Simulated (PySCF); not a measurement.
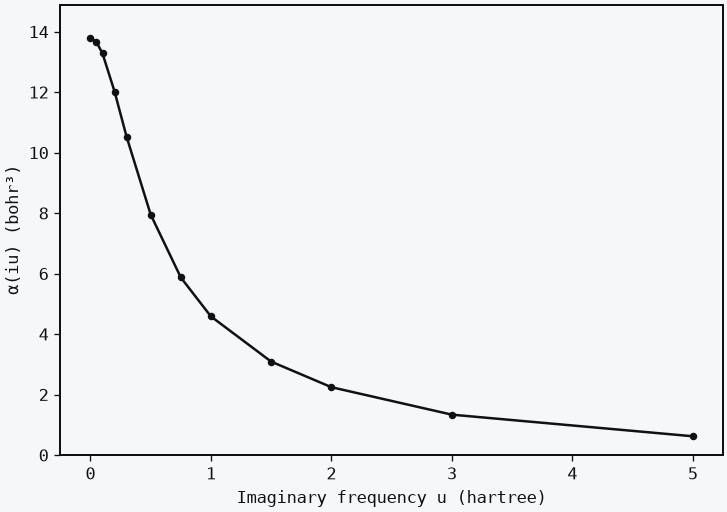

Dipole polarisability at imaginary frequency of an atom or ion with 80 electrons in the configuration [Xe] 4f¹⁴ 5d¹⁰ 6s². Coupled response at the MN15 level; PySCF, aug-cc-pwCVTZ-DK3, spin-free X2C-1e, unrestricted single determinants, no spin-orbit coupling.

Q: Which species is it, and what does the curve give?

A: Pb²⁺ (lead, Z = 82). The static dipole polarisability is 13.8 bohr³; α(iu) falls to half of it near u = 0.61 hartree. The Casimir–Polder integral gives C₆ = 94.5 hartree bohr⁶ for two such species.
